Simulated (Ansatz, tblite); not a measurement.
# Si(CCH)Cl3 (C₂HCl₃Si): spin states and exact exchange

Is the singlet the ground state of Si(CCH)Cl3 (C₂HCl₃Si)? Other spin states are computed and compared level by level.

Computed with Ansatz 0.2.0, Gaussian basis. Level: as each input shows.

The runs, in order: triplet, at the geometry of the singlet (GFN1-xTB, GFN2-xTB, PBE0-D4/def2-TZVP, PBE-D4/def2-TZVP, r2SCAN-D4/def2-TZVP); the singlet's energies come from earlier runs.

2 further runs of the same task are left out: 2 set aside as unsound or not needed. Runs told in other sessions of the task aren't counted.

## Step 1: The geometry

The singlet was relaxed beforehand with r2SCAN-D4/def2-SVP.

7 atoms, charge 0, spin multiplicity 1.

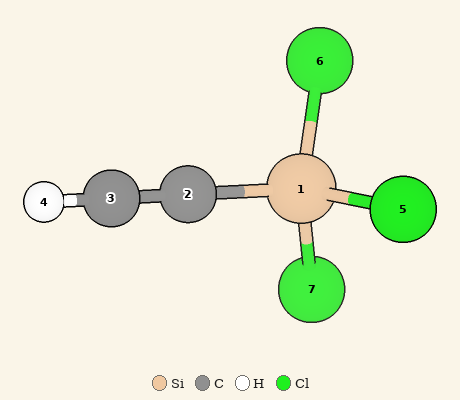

The structure; silicon light orange, carbon grey, hydrogen white, chlorine green; atoms are numbered from 1 in the order of the file.

## Step 2: Triplet at the fixed geometry, GFN1-xTB

Tight binding, by tblite at 300 K electronic temperature and without a spin-polarisation term:

```python
tblite.interface.Calculator('GFN1-xTB', numbers, positions, charge=0, uhf=2).singlepoint()
```

Energy -525.4478 eV; 0.021 s.

## Step 3: Triplet at the fixed geometry, GFN2-xTB

Tight binding, by tblite at 300 K electronic temperature and without a spin-polarisation term:

```python
tblite.interface.Calculator('GFN2-xTB', numbers, positions, charge=0, uhf=2).singlepoint()
```

Energy -544.7424 eV; 0.037 s.

## Step 4: Triplet at the fixed geometry, PBE0-D4/def2-TZVP

in.yaml

```yaml
crystal:
  periodic: [false, false, false]
  atoms:
    - {symbol: Si, position_ang: [0.000403, 0.003830, -0.978987]}
    - {symbol: C, position_ang: [0.001751, 0.000974, 0.827925]}
    - {symbol: C, position_ang: [-0.001647, -0.007422, 2.047893]}
    - {symbol: H, position_ang: [-0.001902, -0.011474, 3.124341]}
    - {symbol: Cl, position_ang: [1.925633, 0.008550, -1.675157]}
    - {symbol: Cl, position_ang: [-0.965427, 1.671171, -1.670947]}
    - {symbol: Cl, position_ang: [-0.958811, -1.665640, -1.675058]}
basis:
  gaussian: {orbitals: def2-TZVP}
magnetization: {spin_polarized: true, initial_magnetization: 2}
hamiltonian: {xc: pbe0, dispersion: d4}
scf: {omitted_lower_state_checks: [starts]}
output: {orbitals: {seedname: orbitals}}
```

Command:

```
ansatz run in.yaml --threads 4 --pin off --events-out ev --progress --plain --max-ram 4787MiB
```

Log:

```text
Functional definition: PBE0
  name "PBE0"
  cite "Adamo & Barone, J. Chem. Phys. 110, 6158 (1999) doi:10.1063/1.478522"
  cite "Perdew, Burke & Ernzerhof, Phys. Rev. Lett. 77, 3865 (1996) doi:10.1103/PhysRevLett.77.3865"
  parent pbe
  parameter a = 0.25
  parameter kappa = 0.804
  parameter beta = 0.06672455060314922
  exchange = (1 - a)*pbe_x(kappa = kappa, mu = beta*pi^2/3) + a*exact_x
  correlation = pbe_c(beta = beta)
these checks for a lower state are left out or cut short: starts
1476 factors; their error is unknown
mean field evaluation 1: about -47503.3003 eV, gradient 4.5e1 eV
mean field evaluation 2: about -47390.5647 eV, gradient 1.1e2 eV
mean field evaluation 4: about -47516.7991 eV, gradient 1.1e1 eV
mean field evaluation 8: about -47517.5179 eV, gradient 2.2e-1 eV
mean field evaluation 16: about -47517.6656 eV, gradient 2.1e-3 eV
mean field evaluation 32: about -47517.6659 eV, gradient 6.5e-5 eV
mean field -47517.66589081 eV, -1746.2420128564 hartree, gradient 2.2e-6 eV, S^2 2.007447; 0 other end points of the search recorded, 0 dependent functions left out
reference -47517.66592365 eV, -1746.2420140634 hartree; 40, 38 occupied and 176, 178 virtual orbitals, 1476 factors
Total energy: -47517.92046758 eV, -1746.2513683802 hartree
Checks for a lower state left out: starts
```

It took 86 s on 4 threads of Intel Xeon at 2.50GHz, shared host; peak memory 1.4 GiB.

Report: HOMO -4.29 eV, LUMO -5.69 eV (over both spins; with the spin held, an empty level of the minority spin lies below the top filled one); ⟨S²⟩ 2.007 (pure: 2.00).

## Step 5: Triplet at the fixed geometry, PBE-D4/def2-TZVP

start.molden holds the orbitals of an earlier run on this state, given as this run's starting guess.

Edit in.yaml of step 4 so:

```diff
@@ -11,5 +11,5 @@
 basis:
-  gaussian: {orbitals: def2-TZVP}
+  gaussian: {orbitals: def2-TZVP, initial_orbitals: start.molden}
 magnetization: {spin_polarized: true, initial_magnetization: 2}
-hamiltonian: {xc: pbe0, dispersion: d4}
+hamiltonian: {xc: pbe, dispersion: d4}
 scf: {omitted_lower_state_checks: [starts]}
```

The command is unchanged.

Log:

```text
Functional definition: PBE
  name "PBE"
  cite "Perdew, Burke & Ernzerhof, Phys. Rev. Lett. 77, 3865 (1996) doi:10.1103/PhysRevLett.77.3865"
  parent pbe
  parameter kappa = 0.804
  parameter beta = 0.06672455060314922
  exchange = pbe_x(kappa = kappa, mu = beta*pi^2/3)
  correlation = pbe_c(beta = beta)
these checks for a lower state are left out or cut short: starts
1424 factors; their error is unknown
mean field evaluation 1: about -47513.6067 eV, gradient 1.1e1 eV
mean field evaluation 2: about -47513.7653 eV, gradient 3.4e-1 eV
mean field evaluation 4: about -47513.7557 eV, gradient 3.0e-1 eV
mean field evaluation 8: about -47513.7566 eV, gradient 3.1e-3 eV
mean field evaluation 16: about -47513.7560 eV, gradient 1.1e-5 eV
mean field -47513.75601406 eV, -1746.0983275363 hartree, gradient 2.7e-6 eV, S^2 2.005392; 0 other end points of the search recorded, 0 dependent functions left out
reference -47513.75605769 eV, -1746.0983291395 hartree; 40, 38 occupied and 176, 178 virtual orbitals, 1424 factors
Total energy: -47514.05116801 eV, -1746.1091742439 hartree
Checks for a lower state left out: starts
```

Run time: 25 s. Hardware: 4 threads of Intel Xeon at 2.50GHz, shared host; peak memory 0.64 GiB.

From the report: HOMO -3.04 eV, LUMO -6.97 eV (over both spins; with the spin held, an empty level of the minority spin lies below the top filled one); ⟨S²⟩ 2.005 (pure: 2.00).

## Step 6: Triplet at the fixed geometry, r2SCAN-D4/def2-TZVP

Edit in.yaml of step 5 so:

```diff
@@ -13,3 +13,3 @@
 magnetization: {spin_polarized: true, initial_magnetization: 2}
-hamiltonian: {xc: pbe, dispersion: d4}
+hamiltonian: {xc: r2scan, dispersion: d4}
 scf: {omitted_lower_state_checks: [starts]}
```

Same command.

Log, cut to the lines that bear on the results:

```text
Functional definition: r2SCAN
  name "r2SCAN"
  cite "Furness, Kaplan, Ning, Perdew & Sun, J. Phys. Chem. Lett. 11, 8208 (2020) doi:10.1021/acs.jpclett.0c02405"
  cite "Furness, Kaplan, Ning, Perdew & Sun, J. Phys. Chem. Lett. 11, 9248 (2020) doi:10.1021/acs.jpclett.0c03077"
  parent r2scan
[...]
1424 factors; their error is unknown
[...]
mean field -47531.69687713 eV, -1746.7576420933 hartree, gradient 9.7e-6 eV, S^2 2.010308; 0 other end points of the search recorded, 0 dependent functions left out
reference -47531.69688999 eV, -1746.7576425659 hartree; 40, 38 occupied and 176, 178 virtual orbitals, 1424 factors
Total energy: -47531.76667116 eV, -1746.7602069764 hartree
Checks for a lower state left out: starts
```

Run time: 78 s. Hardware: 4 threads of Intel Xeon at 2.50GHz, shared host; peak memory 0.72 GiB.

HOMO -3.43 eV, LUMO -6.41 eV (over both spins; with the spin held, an empty level of the minority spin lies below the top filled one); ⟨S²⟩ 2.010 (pure: 2.00).

## Step 7: Triplet less singlet, vertical

The singlet's energies are those of its earlier runs, whose logs aren't repeated here.

| level | triplet less singlet, vertical (kJ/mol) | time |
| --- | --- | --- |
| GFN1-xTB | +554.8 | 0.044 s |
| GFN2-xTB | +515.8 | 0.058 s |
| PBE-D4/def2-TZVP | +471.8 | 30 s |
| r2SCAN-D4/def2-TZVP | +454.1 | 85 s |
| PBE0-D4/def2-TZVP | +463.9 | 93 s |

Times add the two runs; a level without a time comes out of a correlated run. Tight binding without a spin term can't rank spin states.

## Step 8: Summary of results

```
                                                quantity                                         value
triplet less singlet, vertical, functionals in def2-TZVP  +454.1 (r2SCAN-D4) to +471.8 kJ/mol (PBE-D4)
```

**Reading.** All functionals put the triplet above the singlet, over a spread of 17.7 kJ/mol. The checks for a lower triplet were left out, so another state of that spin may lie lower. These are electronic energies, without zero-point motion, entropy or surroundings.
